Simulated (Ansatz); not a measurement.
# C20H12F6 (SMILES FC(F)(F)c1ccc(-c2ccc(-c3ccc(C(F)(F)F)cc3)cc2)cc1): what the fields show

Input file:

```
crystal:
  periodic: [false, false, false]
  atoms:
    - {symbol: F, position_ang: [7.797087, -0.598644, -0.033174]}
    - {symbol: C, position_ang: [7.187374, 0.473245, 0.507949]}
    - {symbol: F, position_ang: [7.624624, 0.593907, 1.772954]}
    - {symbol: F, position_ang: [7.629801, 1.550739, -0.169562]}
    - {symbol: C, position_ang: [5.692199, 0.350675, 0.434454]}
    - {symbol: C, position_ang: [4.886900, 0.701270, 1.523318]}
    - {symbol: C, position_ang: [3.498987, 0.611294, 1.418607]}
    - {symbol: C, position_ang: [2.887799, 0.176026, 0.227362]}
    - {symbol: C, position_ang: [1.415079, 0.083383, 0.118395]}
    - {symbol: C, position_ang: [0.629733, -0.326058, 1.212454]}
    - {symbol: C, position_ang: [-0.756136, -0.419261, 1.106952]}
    - {symbol: C, position_ang: [-1.416404, -0.092549, -0.092519]}
    - {symbol: C, position_ang: [-2.889045, -0.184389, -0.203207]}
    - {symbol: C, position_ang: [-3.616661, 0.756072, -0.960448]}
    - {symbol: C, position_ang: [-5.002979, 0.674238, -1.062853]}
    - {symbol: C, position_ang: [-5.693453, -0.357204, -0.412205]}
    - {symbol: C, position_ang: [-7.184174, -0.452226, -0.569623]}
    - {symbol: F, position_ang: [-7.739455, -1.265513, 0.344888]}
    - {symbol: F, position_ang: [-7.524913, -0.928474, -1.783233]}
    - {symbol: F, position_ang: [-7.770371, 0.754285, -0.451051]}
    - {symbol: C, position_ang: [-4.988500, -1.300330, 0.343220]}
    - {symbol: C, position_ang: [-3.600529, -1.210635, 0.446922]}
    - {symbol: C, position_ang: [-0.631638, 0.323890, -1.184291]}
    - {symbol: C, position_ang: [0.755409, 0.402882, -1.083281]}
    - {symbol: C, position_ang: [3.715799, -0.172617, -0.858989]}
    - {symbol: C, position_ang: [5.102118, -0.089602, -0.758008]}
    - {symbol: H, position_ang: [5.348623, 1.048687, 2.451419]}
    - {symbol: H, position_ang: [2.875460, 0.912460, 2.265993]}
    - {symbol: H, position_ang: [1.116932, -0.599677, 2.153109]}
    - {symbol: H, position_ang: [-1.342177, -0.726832, 1.978178]}
    - {symbol: H, position_ang: [-3.089133, 1.582244, -1.446665]}
    - {symbol: H, position_ang: [-5.558186, 1.421837, -1.637483]}
    - {symbol: H, position_ang: [-5.528226, -2.106736, 0.846876]}
    - {symbol: H, position_ang: [-3.054207, -1.967528, 1.018051]}
    - {symbol: H, position_ang: [-1.115975, 0.564819, -2.135271]}
    - {symbol: H, position_ang: [1.338489, 0.743856, -1.943945]}
    - {symbol: H, position_ang: [3.265101, -0.546257, -1.783379]}
    - {symbol: H, position_ang: [5.734637, -0.381286, -1.601935]}
basis:
  gaussian: {orbitals: def2-TZVP, fitting: {mean_field: def2-universal-jkfit}, initial_orbitals: start.molden}
hamiltonian: {xc: pbe0, dispersion: d4}
scf: {omitted_lower_state_checks: [starts]}
output: {orbitals: {seedname: orbitals}}
```

Command:

```sh
ansatz run in.yaml --threads 2 --pin off --events-out ev --progress --plain --max-ram 32768MiB --backend cuda --devices 0, --max-vram 18GiB
```

Geometry: r2SCAN-D4/def2-SVP.

Level of theory: RKS PBE0-D4/def2-TZVP (Ansatz).

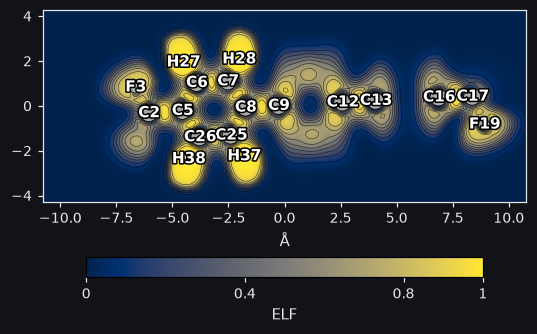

Figure 1. Electron localisation function on the plane of atoms C16, C17 and F19. Grey discs cover the atomic cores.

Question: Interpret the plot.

Answer: The section cuts through C, F and H sites.
C–F (1.34 Å): the ELF peaks at about 0.85 between the atoms: a shared but strongly polarised pair.
C–C (1.39 Å): the ELF peaks at about 0.95 between the atoms: a covalent bond.
C–H (1.09 Å): the ELF climbs to about 1 towards the hydrogen, as it does in any bond to H; a covalent bond by its length.
C–C (1.48 Å): the ELF peaks at about 0.95 between the atoms; a shared electron pair.
The ELF also peaks beside F19 and F3, away from the bonds: lone-pair regions.

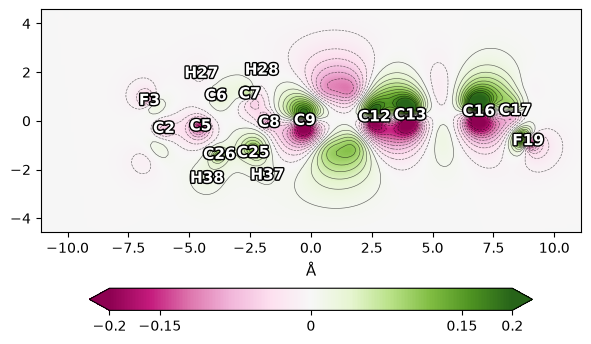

Figure 2. One frontier orbital on the plane of atoms C16, C17 and F19 (values in Å⁻³ᐟ²; the overall sign is arbitrary).

Question: Which orbital is it: HOMO or LUMO?

Answer: The LUMO, at −1.99 eV. No atom holds more than about 10 % of it (Hirshfeld); by element the shares are C 95 % and H 5 %.

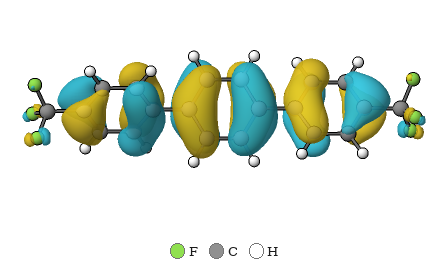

Figure 3. The HOMO at ±0.06 Å⁻³ᐟ² (yellow and cyan are the two phases), seen across its widest extent.

Question: Describe this orbital and give its energy.

Answer: No atom holds more than about 15 % of it (Hirshfeld); by element the shares are C 95 %. Its energy is −6.83 eV.
